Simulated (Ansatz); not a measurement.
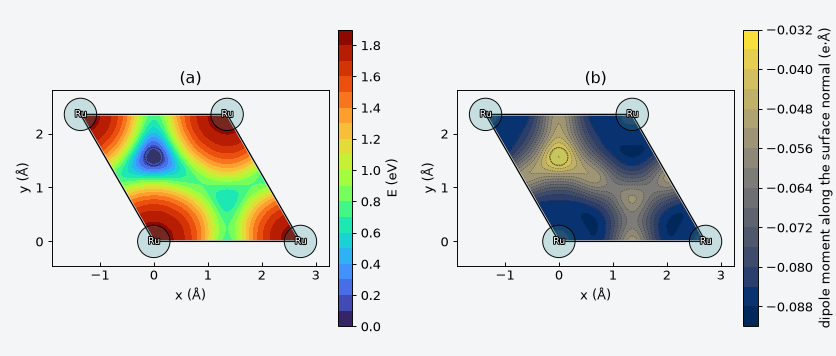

N on a Ru(001) slab cut from the P6_3/mmc phase, its upper half relaxed before the scan (16 atoms of substrate and one adsorbate in a 2 × 2 cell). 
- N is moved over the surface cell; relaxed at each place: the height of the adsorbate's atoms; substrate rigid; the origin of the map has the adsorbate above Ru13.
- Places are given modulo a cell vector. The map is drawn in real space over the plane of the surface.
- The grid has 6 × 6 points; 10 points were computed and 26 follow by symmetry.
- Places are given in fractions of the 1 × 1 surface cell.
- Energies: eV, counted from the lowest grid point.
- The calculation used DFT PBE, scalar-relativistic, plane waves, PAW (Ansatz). Settings: cutoff 420 eV, k-mesh 6×6×1, gaussian smearing 0.1 eV, no spin polarisation.

Panel (a) is the energy and panel (b) the computed dipole moment along the surface normal on the same grid.

Drawn: filled contours, labelled circles for the atoms of the top layer and small ones for the second layer, the outline of one cell of the plane. Between grid points the surface is interpolated.

Question: How does the dipole moment along the surface normal vary over the map, and what is it at the lowest grid point?

Answer: It runs from −0.09 e·Å at (2/6, 1/6) of the cell vectors [nearest 1 Ru at 1.72 Å] to −0.04 e·Å at a threefold hollow over a second-layer Ru atom, (2/6, 4/6) of the cell vectors. At the lowest grid point, a threefold hollow over a second-layer Ru atom, (2/6, 4/6) of the cell vectors, it is −0.04 e·Å.

PAW datasets: the set soft_1.
